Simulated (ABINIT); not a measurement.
# PbO (P4/nmm): how ε∞ follows the gap

The empty bands of PbO (P4/nmm) are shifted up rigidly by Δ, and ε∞ along x is computed for each shift. x, y and z are the Cartesian axes of the input cell.

Symmetry: P4/nmm, No. 129, tetragonal system. The conventional cell has a = 3.990 Å, b = 3.990 Å, c = 5.010 Å, α = 90.00°, β = 90.00°, γ = 90.00°. Pb on site c is surrounded by 4 O at 2.33 Å. Around O on site a lie 4 Pb at 2.33 Å.

Method: ABINIT 10.8.3, PBE, independent particles, k-mesh 8×8×7, Lorentzian half width 0.04 eV.

Launch of the response step: `optic optic.abi`. The series took 5.1 min in all, its band step included, on 4 threads of Intel(R) Xeon(R) Processor @ 2.70GHz, on a shared host.

| Δ (eV) | ε∞ along x |
| --- | --- |
| 0.00 | 7.316 |
| 0.40 | 6.836 |
| 0.80 | 6.432 |
| 1.20 | 6.086 |
| 1.60 | 5.785 |
| 2.00 | ? |

With one effective transition at E₀ and fixed dipole strength, ε∞ − 1 = A/(E₀ + Δ), so 1/(ε∞ − 1) is linear in Δ.

Working, on the rows shown:

| x = Δ (eV) | y = 1/(ε∞ − 1) |
| --- | --- |
| 0 | 0.158328 |
| 0.4 | 0.17135 |
| 0.8 | 0.184094 |
| 1.2 | 0.196618 |
| 1.6 | 0.208986 |

Means: x̄ = 0.8, ȳ = 0.18388. Σ(x − x̄)(y − ȳ) = 0.05063, Σ(x − x̄)² = 1.6. Slope = 0.05063 / 1.6 = 0.03165; intercept = ȳ − slope · x̄ = 0.15856. Turned back into ε∞ along x, the line misses the rows shown by at most 0.0092.

Q: Fill in the last column of the withheld row.

A: At x = 2 the line gives y = 0.22185, that is 5.508. The run gave 5.522, so the extrapolation is off by 0.014, 0.8 % of the range in the table.

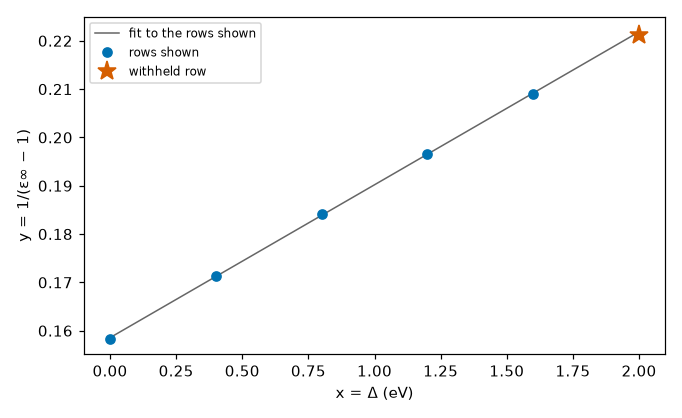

Refitted with all rows, the slope is 0.03139 and the intercept 0.15869. These give E₀ = intercept/slope = 5.1 eV, far above the least direct gap of 2.08 eV: most of the screening comes from transitions well over the edge. Over the first step ε∞ falls by 16 % per eV. The cell comes from an older database entry, whose edges can be off by a per cent or so. Excitons are left out and so are local fields. The values come from a sum over the points of one k-mesh and carry its error, which grows as the direct gap shrinks. Spin-orbit coupling is left out.
